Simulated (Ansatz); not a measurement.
Breaking a bond: Na2, singlet.

- RCCSD(T) = CCSD(T) on RHF/aug-cc-pVDZ, frozen core run with Ansatz (a program for electronic structure)
- RKS-PBE = restricted PBE/aug-cc-pVDZ (Ansatz)
- RKS-PBE0 = restricted PBE0/aug-cc-pVDZ (Ansatz)
- UCCSD(T) = CCSD(T) on UHF/aug-cc-pVDZ, frozen core (Ansatz)
- UKS-PBE0 = unrestricted PBE0/aug-cc-pVDZ run with Ansatz
- UKS-PBE = unrestricted PBE/aug-cc-pVDZ (Ansatz)
- FCI = full CI/aug-cc-pVDZ, frozen core in Ansatz

Cost and accuracy over the 20 points of the scan, with FCI as yardstick. Costs are rough ratios of core time within Ansatz on shared cores, each with its mean field (Kohn-Sham runs search longer for lower solutions than correlated ones do); the miss is the largest error against full CI of the curve after the mean shift, in eV.

Which is the cheapest of these levels that stays within 0.13 eV of FCI?

RCCSD(T).

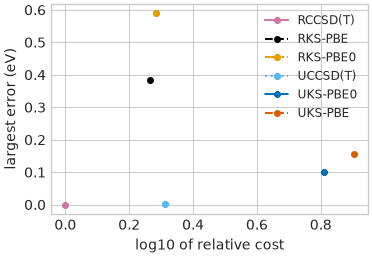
Figure: Miss against cost, one point a level.

```
level     relative cost  largest error
--------  -------------  -------------
RCCSD(T)              1          0.000
RKS-PBE               2          0.384
RKS-PBE0              2          0.589
UCCSD(T)              2          0.003
UKS-PBE0              6          0.099
UKS-PBE               8          0.156
```

Costs within a factor of two of each other count as equal.

With two correlated electrons CCSD is exact in the basis where it finds the lowest root (RCCSD(T), UCCSD(T)). The restricted form behind RKS-PBE, RKS-PBE0 keeps the bonding electrons paired and can't separate into open-shell fragments. The unrestricted determinant behind UCCSD(T) is spin-contaminated at 2.47 to 9.42 Å (<S²> up to 1.0, against 0.00 for a pure singlet). The unrestricted determinant behind UKS-PBE0 is spin-contaminated at 3.79 to 9.42 Å (<S²> up to 1.0, against 0.00 for a pure singlet). The unrestricted determinant behind UKS-PBE is spin-contaminated at 4.16 to 9.42 Å (<S²> up to 1.0, against 0.00 for a pure singlet).
